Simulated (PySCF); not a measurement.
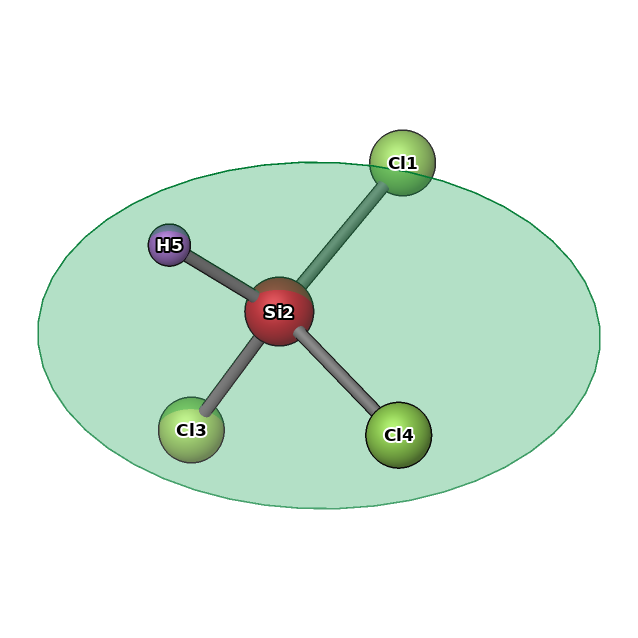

A disc through the centre of mass is drawn in. Depth is shown by fading: the farther an atom, the more it takes the colour of the background. The geometry was computed by an optimisation with PBE0-D3(BJ)/def2-SVP. No frequency run is at hand to confirm it as a minimum.

Is the plane of the disc a mirror plane of the structure?

Yes. The reflection leaves Si2, Cl3, H5 in place and moves Cl1 ↔ Cl4. The point group is C3v.
